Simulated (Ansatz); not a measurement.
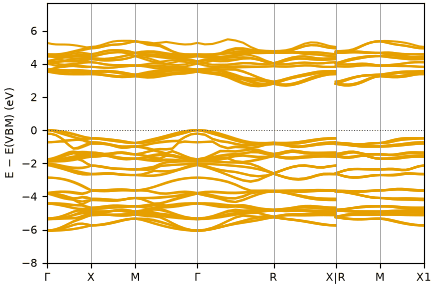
Figure. Band structure from PBEsol with spin–orbit coupling (plane waves, PAW; program Ansatz)

Question: Read off the gap and where the band edges lie.

Answer: About 2.6 eV (2.64 eV by a search for the band edges); maximum at Γ, minimum on the Γ–R line, 79 % of the way from Γ.

The material is HfSO in space group P2_13 (No. 198; Hf on 4a, S on 4a, O on 4a).

The workflow started from a Materials Project entry (that database holds measured and hypothetical structures alike); the Crystallography Open Database copy checked does not list it. Whether it is the stable phase at ambient conditions was not checked. The PBEsol relaxation kept the symmetry of its start; whether a distortion lowers the energy is not shown. The run is not spin-polarised.

Potentials: the later of the program's two PAW sets.
